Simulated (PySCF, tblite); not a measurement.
# C6H11 radical: geometry, infrared bands and EPR parameters

Aim: predict the infrared bands and EPR parameters of C6H11 radical (`CC(C)[C@H]1[CH]C1`).

Computed with tblite 0.8.0 and PySCF 2.14.0, with density-fitted response routines of our own, on a single molecule in the gas phase. Atoms are numbered from 0 throughout.

**1. The starting structure**

17 atoms, charge 0, multiplicity 2; geometry from: force field or distance geometry start.

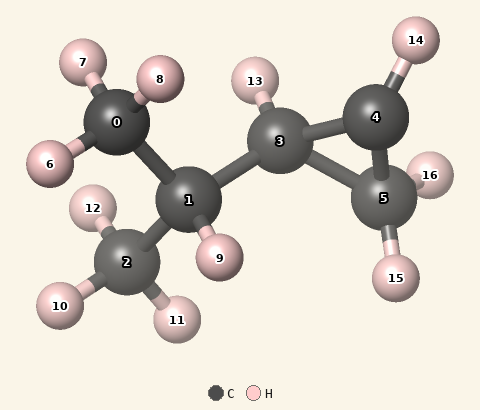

The starting geometry (carbon dark grey, hydrogen pink), atoms numbered.

**2. Optimising the geometry with GFN2-xTB**

The job: settings as JSON, then the geometry in Å.

```
{"job": {"kind": "relax", "xc": "GFN2-xTB", "basis": "xTB"}, "charge": 0, "multiplicity": 2}
C     -1.580600     0.731700     0.649500
C     -0.524900    -0.266800     0.211400
C     -0.998600    -1.083100    -0.978600
C      0.767000     0.442200    -0.124000
C      1.715500     0.756200     0.939000
C      2.081500    -0.285200    -0.004400
H     -2.523400     0.228400     0.902800
H     -1.794500     1.460500    -0.142600
H     -1.256800     1.297300     1.530400
H     -0.363100    -0.971000     1.057400
H     -1.938500    -1.612700    -0.747500
H     -0.263600    -1.825100    -1.278800
H     -1.199900    -0.431600    -1.836500
H      0.660500     1.175100    -0.901500
H      2.225300     1.718900     0.995200
H      2.112000    -1.285400     0.417600
H      2.875000    -0.037300    -0.699200
```

Launch:

```
OMP_NUM_THREADS=1 python probes_run.py task.json out
```

The driver reads the jobs from task.json and runs them one after another.

Log:

```text
step      E/eV     max force
  0    -498.87633    1.608
  1    -498.93253    0.573
  2    -498.95141    0.517
  3    -498.97252    0.389
  4    -498.98517    0.315
  5    -498.99351    0.248
  6    -498.99806    0.155
  7    -499.00064    0.139
  8    -499.00292    0.124
  9    -499.00512    0.126
 10    -499.00686    0.124
 11    -499.00821    0.108
 12    -499.00934    0.088
 13    -499.01014    0.074
 14    -499.01060    0.059
 15    -499.01089    0.042
 16    -499.01114    0.051
 17    -499.01135    0.046
 18    -499.01150    0.027
 19    -499.01158    0.023
 20    -499.01165    0.024
 21    -499.01173    0.032
 22    -499.01181    0.027
 23    -499.01188    0.020
 24    -499.01194    0.017
 25    -499.01200    0.022
 26    -499.01206    0.026
 27    -499.01212    0.019
 28    -499.01216    0.012
 29    -499.01219    0.012
 30    -499.01222    0.015
 31    -499.01224    0.014
 32    -499.01226    0.010
```

Run time: 0.12 s. Hardware: 1 thread of Arm Neoverse V2, shared host.

The steps of the relaxation:

```csv
step,energy from step 0 (eV),largest force (eV/Å)
0,0.0000,1.6078
1,-0.0562,0.5726
2,-0.0751,0.5172
3,-0.0962,0.3891
4,-0.1088,0.3151
5,-0.1172,0.2485
6,-0.1217,0.1551
7,-0.1243,0.1392
8,-0.1266,0.1236
9,-0.1288,0.1265
10,-0.1305,0.1238
11,-0.1319,0.1085
12,-0.1330,0.0884
13,-0.1338,0.0736
14,-0.1343,0.0594
15,-0.1346,0.0416
16,-0.1348,0.0508
17,-0.1350,0.0457
18,-0.1352,0.0269
19,-0.1352,0.0228
20,-0.1353,0.0241
21,-0.1354,0.0323
22,-0.1355,0.0268
23,-0.1356,0.0197
24,-0.1356,0.0170
25,-0.1357,0.0217
26,-0.1357,0.0256
27,-0.1358,0.0191
28,-0.1358,0.0121
29,-0.1359,0.0120
30,-0.1359,0.0145
31,-0.1359,0.0136
32,-0.1359,0.0097
```

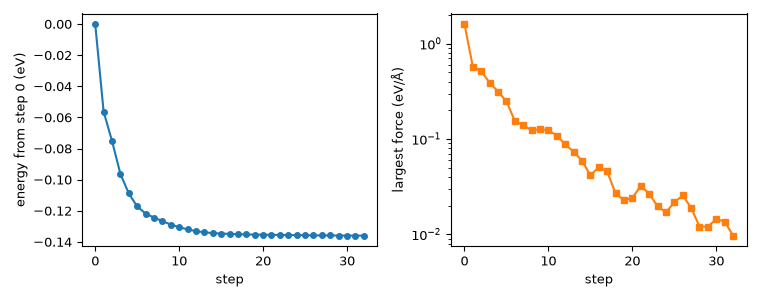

Energy and force, step by step.

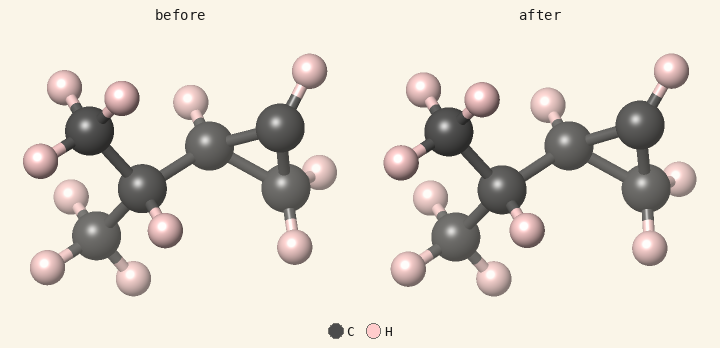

Before and after, at one scale.

Distances of close pairs at the start and the end, largest changes first:

```csv
bond,before (Å),after (Å),change (Å)
C4–H14,1.091,1.069,-0.022
C1–H9,1.113,1.095,-0.017
C3–H13,1.074,1.090,+0.016
C2–H10,1.103,1.088,-0.016
C3–C5,1.507,1.521,+0.014
C0–H6,1.098,1.088,-0.010
C0–C1,1.518,1.528,+0.010
C4–C5,1.452,1.462,+0.010
```

The next job starts from the end point, and lists it.

**3. Infrared spectrum with GFN2-xTB**

The job: settings as JSON, then the geometry in Å.

```
{"job": {"kind": "ir", "xc": "GFN2-xTB", "basis": "xTB"}, "charge": 0, "multiplicity": 2}
C     -1.588471     0.735462     0.654647
C     -0.523855    -0.268009     0.214467
C     -1.004728    -1.084505    -0.983208
C      0.764353     0.463565    -0.129854
C      1.729348     0.824664     0.906068
C      2.089067    -0.270919     0.007693
H     -2.510484     0.220608     0.916346
H     -1.802212     1.440039    -0.146789
H     -1.243960     1.293636     1.521931
H     -0.321142    -0.949152     1.047636
H     -1.919148    -1.620097    -0.737727
H     -0.249344    -1.809005    -1.279541
H     -1.205209    -0.432210    -1.830953
H      0.636377     1.145458    -0.970720
H      2.222566     1.742394     1.144069
H      2.041193    -1.286207     0.381194
H      2.878652    -0.133693    -0.725167
```

Log:

```text
mode    cm-1     km/mol
  1      76.1      0.30
  2     191.7      1.12
  3     208.2      0.33
  4     223.4      0.05
  5     294.5      1.12
  6     331.9      0.35
  7     432.1      6.41
  8     470.4      0.58
  9     605.9     18.88
 10     777.9      1.14
 11     840.2      4.17
 12     921.8      2.67
 13     947.8      1.19
 14     953.4      6.26
 15     977.1      6.44
 16     991.6      0.88
 17    1008.9      0.25
 18    1036.5      7.59
 19    1071.7      6.11
 20    1104.3      8.76
 21    1150.4      3.92
 22    1158.3      1.98
 23    1185.5     11.20
 24    1245.4      5.15
 25    1304.6      7.19
 26    1316.2      3.41
 27    1399.6      2.72
 28    1404.7      3.81
 29    1417.7      1.58
 30    1462.3      1.13
 31    1495.7      0.64
 32    1497.3      0.68
 33    1504.3      3.12
 34    1508.2      3.03
 35    2934.9      6.54
 36    2943.7     70.58
 37    2993.0     46.64
 38    3024.2      0.99
 39    3026.8     10.00
 40    3029.2     86.27
 41    3033.1     66.17
 42    3036.0     34.25
 43    3037.1     31.80
 44    3040.4     33.23
 45    3152.6     48.29
```

It took 0.33 s on 1 thread of Arm Neoverse V2, shared host.

Which atoms move in the most intense modes:

```csv
cm⁻¹,km/mol,atoms
2944,70.6,"H13 72 %, H9 19 %"
2993,46.6,H16 90 %
3029,86.3,"H12 33 %, H7 31 %, H10 24 %"
3033,66.2,"H11 29 %, H6 28 %, H10 16 %, H7 13 %"
3036,34.2,H15 78 %
3037,31.8,"H11 48 %, H10 27 %, H12 11 %"
3040,33.2,H8 87 %
3153,48.3,H14 92 %
```

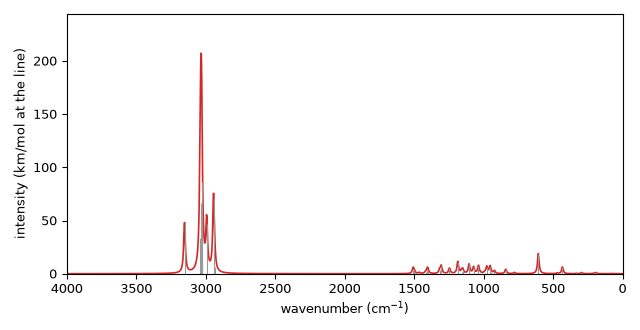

The infrared spectrum from these modes, unscaled. Lines are broadened to a width of 14 cm⁻¹ (Lorentzian).

**4. g tensor and hyperfine couplings: B3LYP/pcH-1**

The job, as its differences from that of step 3:

```diff
@@ -1,2 +1,2 @@
-{"job": {"kind": "ir", "xc": "GFN2-xTB", "basis": "xTB"}, "charge": 0, "multiplicity": 2}
+{"job": {"kind": "epr", "basis": "pcH-1"}, "charge": 0, "multiplicity": 2}
 C     -1.588471     0.735462     0.654647
```

With the program's defaults for keys left out, this is: UKS B3LYP, pcH-1 on C H, non-relativistic, mean-field spin-orbit, GIAO.

Log:

```text
UKS, coarse grid
  cycle   1  E = -235.12173361  |g| = 3.31e-01
  cycle   2  E = -235.10175115  |g| = 3.92e-01
  cycle   3  E = -235.18285580  |g| = 3.37e-02
  cycle   4  E = -235.18311680  |g| = 2.76e-02
  cycle   5  E = -235.18349121  |g| = 3.96e-03
  cycle   6  E = -235.18350323  |g| = 1.26e-03
  cycle   7  E = -235.18350508  |g| = 7.97e-04
UKS, final grid
  cycle   1  E = -235.18345029  |g| = 9.94e-04
  cycle   2  E = -235.18344996  |g| = 1.32e-03
  cycle   3  E = -235.18345076  |g| = 6.17e-05
  cycle   4  E = -235.18345076  |g| = 3.60e-05
  cycle   5  E = -235.18345076  |g| = 1.05e-05
E = -235.18345076 Eh   <S^2> = 0.7530 (exact 0.7500)
g shifts (ppm)      1          2          3
  rmc          -142       -142       -142
  gc             23          3         17
  oz_so           3        632        920
  total        -116        492        795
hyperfine (MHz)  atom isotope    a_iso     a_fc   dipolar eigenvalues
    0   13C      -1.55      -1.55     -0.79     -0.13      0.92
    1   13C      36.56      36.56     -4.11     -3.64      7.76
    2   13C      -2.10      -2.10     -0.50     -0.33      0.83
    3   13C     -16.94     -16.94     -4.54     -0.14      4.68
    4   13C     273.68     273.68    -75.55    -71.30    146.86
    5   13C     -20.01     -20.01     -4.72      0.01      4.71
    6    1H       2.31       2.31     -1.19     -0.92      2.11
    7    1H       0.41       0.41     -1.36     -1.29      2.65
    8    1H      -0.09      -0.09     -2.89     -2.39      5.28
    9    1H      -2.47      -2.47     -5.02     -2.26      7.28
   10    1H      -0.10      -0.10     -0.94     -0.74      1.68
   11    1H       0.47       0.47     -1.29     -1.20      2.48
   12    1H       0.48       0.48     -1.22     -0.88      2.10
   13    1H      49.50      49.50     -5.36     -1.91      7.27
   14    1H     -10.85     -10.85    -33.71     -3.73     37.44
   15    1H      88.64      88.64     -6.39     -3.99     10.38
   16    1H      54.30      54.30     -5.19     -2.06      7.25
```

Wall time 54 s (1 thread of Arm Neoverse V2, shared host); peak memory 0.97 GiB.

Principal g values 2.00220, 2.00281, 2.00311; g(iso) = 2.00271, against 2.00232 for a free electron.

Mean a(iso) over the nuclei that a row names, and the largest dipolar term of the row (other rows stand at the frozen geometry):

```csv
nuclei,isotope,a(iso) (MHz),"a(iso) (G, at g = 2.0023)",largest dipolar term (MHz)
C4,13C,273.7,97.7,146.9
H15,1H,88.6,31.6,10.4
H16,1H,54.3,19.4,7.3
H13,1H,49.5,17.7,7.3
C1,13C,36.6,13.0,7.8
C5,13C,-20.0,-7.1,-4.7
C3,13C,-16.9,-6.0,4.7
H14,1H,-10.9,-3.9,37.4
H9,1H,-2.5,-0.9,7.3
C2,13C,-2.1,-0.7,0.8
C0,13C,-1.6,-0.6,0.9
"H6, H7, H8",1H,0.9,0.3,5.3
"H10, H11, H12",1H,0.3,0.1,2.5
```

Mulliken spin populations:

C0 0.00; C1 0.03; C2 0.00; C3 -0.03; C4 0.97; C5 -0.04; H6 0.00; H7 0.00; H8 0.00; H9 0.00; H10 0.00; H11 0.00; H12 0.00; H13 0.02; H14 -0.02; H15 0.03; H16 0.03

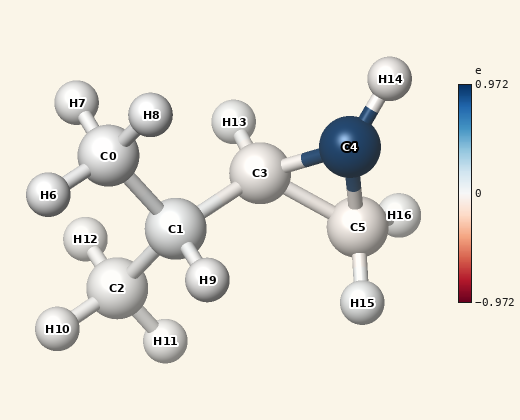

Mulliken spin populations, as colours on the atoms.

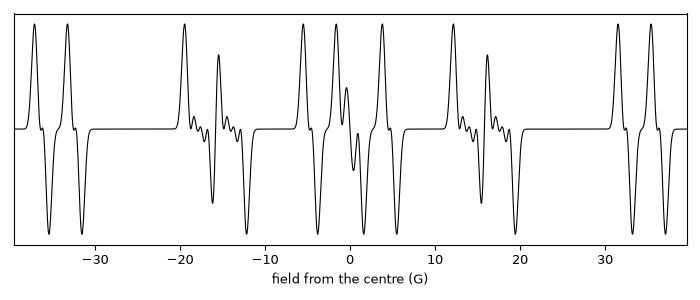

First-order isotropic spectrum (first derivative, main isotopes with spin only, couplings over 0.8 MHz, Gaussian width 0.3 G; couplings of the frozen geometry, rotation of groups not averaged beyond the rows shown).

The fields below are evaluated on a grid from the run's orbitals.

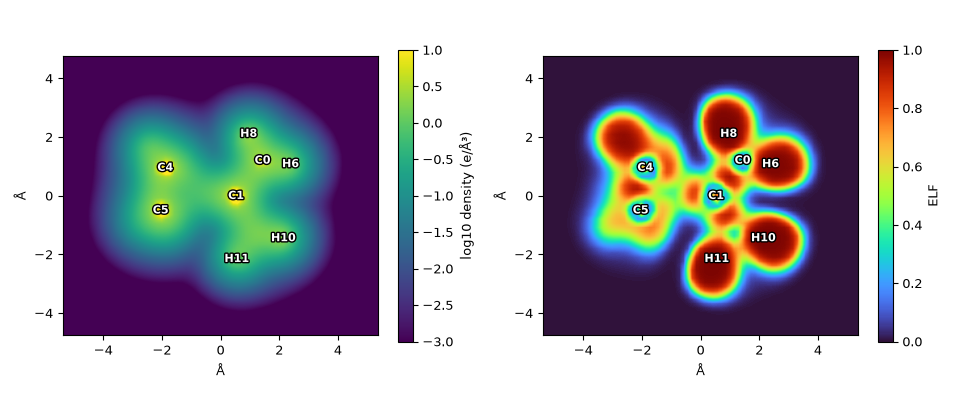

Density (left) and ELF (right) in a plane through or near 8 of the atoms.

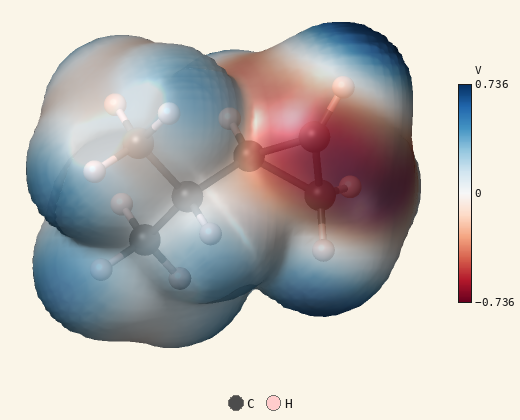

Electrostatic potential on the surface of density 0.002 e/bohr³; red is low, blue high. It runs from -0.63 V near C4 to 0.74 V near H14.

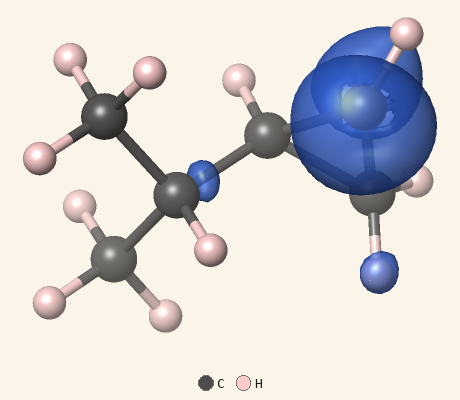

Spin density at ±0.05 e/Å³ (alpha excess blue, beta excess red).

**5. Summary of results**

| quantity | value |
| --- | --- |
| strongest single infrared mode (GFN2-xTB) | 3029 cm⁻¹, 86 km/mol |
| zero-point energy (GFN2-xTB) | 94.0 kcal/mol |
| g(iso) (B3LYP) | 2.00271 |
| ⟨S²⟩ | 0.753 (exact 0.75) |
| largest a(iso) (averaged by class) | 13C on C4, 273.7 MHz |
| surface potential, least and greatest | -0.63 V and 0.74 V |

In words: The optimisation took 32 steps and gained 0.136 eV; among the close pairs (by a distance rule), C4–H14 changed most, from 1.091 to 1.069 Å. No mode is imaginary among the 45: a minimum at this level. GFN2-xTB is a fitted tight-binding method: band positions and strengths are rough. Its intensities can rank the bands wrongly. Most of the unpaired spin sits on C4 (0.97 e). The isotropic g lies 0.4 ppt above the free-electron value.
